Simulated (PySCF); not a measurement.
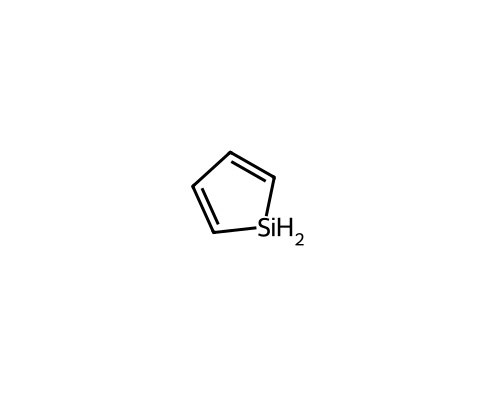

Question: Write the SMILES.

Answer: C1=C[SiH2]C=C1

Question: Give the formula, hydrogens included.

Answer: C4H6Si.

Question: An optimisation with PBE0-D3(BJ)/def2-SVP gave a structure of which point group?

Answer: C2v.

The parts below concern this one geometry. Atoms keep their numbers from picture to picture. The computed structure is the end point of a PBE0-D3(BJ)/def2-SVP optimisation. No frequency run is at hand to confirm it as a minimum.

## Shape

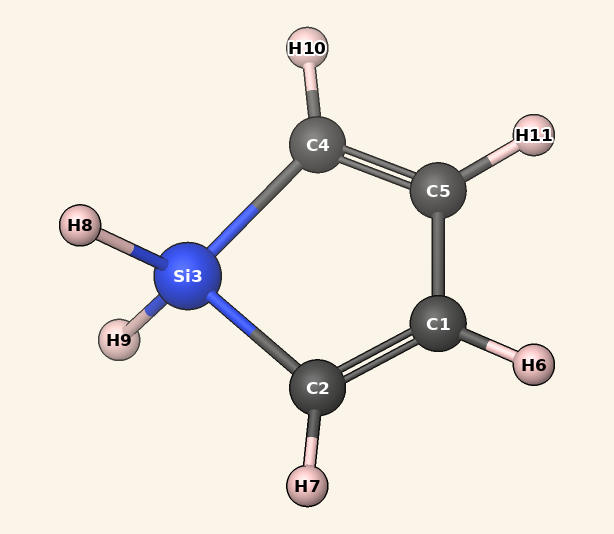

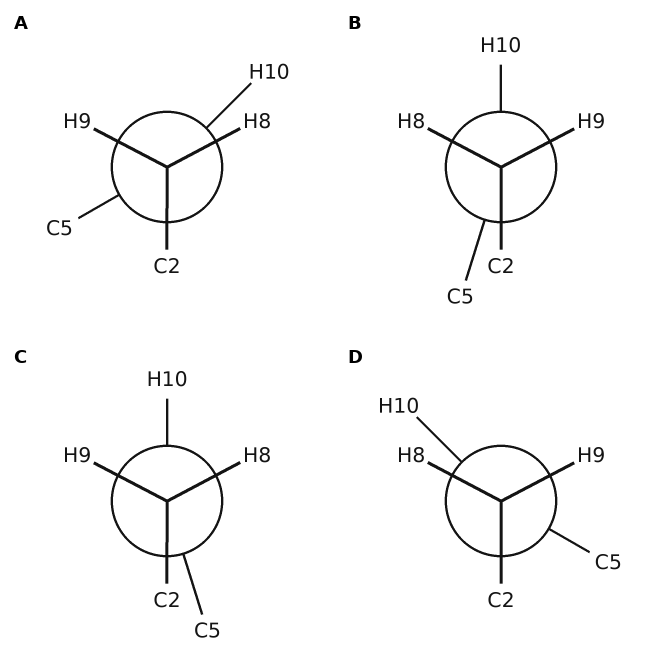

Atoms fade into the background with distance from the viewer. Bonds that would overlap in a projection are set slightly apart. No frequency run is at hand to confirm it as a minimum.

Question: Which Newman projection shows the view along Si3–C4, with Si3 in front?

Answer: C. The torsion angle C2–Si3–C4–C5 is 0°, synperiplanar (eclipsed).

## Ring current

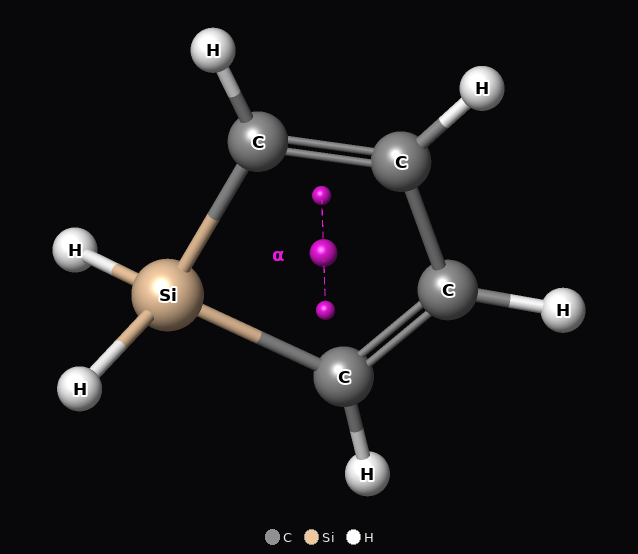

The small points mark where nucleus-independent chemical shifts (NICS) were computed: at the centre of each lettered ring and 1 Å above and below it. No frequency run is at hand to confirm it as a minimum. Method: GIAO mPW1PW91/pcSseg-2 NMR shielding, non-relativistic, gas phase (PySCF 2.14.0).

Give NICS(0), NICS(1) and the out-of-plane component NICS(1)zz for each ring (means of the two sides).

| ring | members | NICS(0) | NICS(1) | NICS(1)zz |
| --- | --- | --- | --- | --- |
| α | C4Si | 0.7 | −1.4 | 0.0 |

Values in ppm.

Question: What do the values say about the ring currents?

Answer: Ring α: weak, as in a non-aromatic ring. NICS is one index among several.

## Electronic properties

No frequency run is at hand to confirm it as a minimum. Level of theory: PBE0/STO-3G, gas phase (PySCF 2.14.0).

Computed properties:

- dipole moment: 0.49 D
- HOMO energy (Kohn–Sham orbital): −4.45 eV
- LUMO energy (Kohn–Sham orbital): 1.98 eV
- HOMO–LUMO gap: 6.43 eV

## NMR shielding

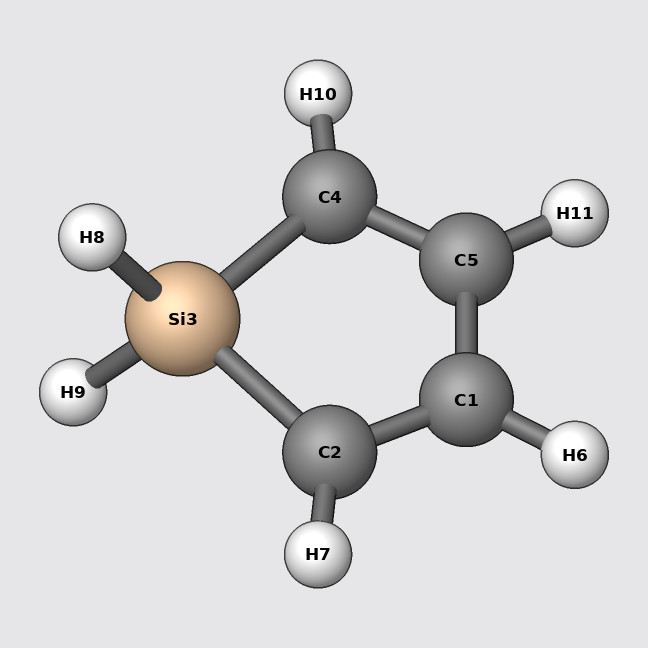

No frequency run is at hand to confirm it as a minimum. Properties computed with GIAO CAM-B3LYP/pcSseg-2 NMR shielding, non-relativistic, gas phase (PySCF 2.14.0). Principal shieldings σ11 ≤ σ22 ≤ σ33, span Ω = σ33 − σ11, skew κ = 3(σiso − σ22)/Ω.

Give the shielding tensors of the Si atoms.

```tsv
atom	σ11	σ22	σ33	σiso	Ω	κ
Si3	300.5	384.9	441.8	375.7	141.4	−0.19
```

Shieldings and span in ppm.
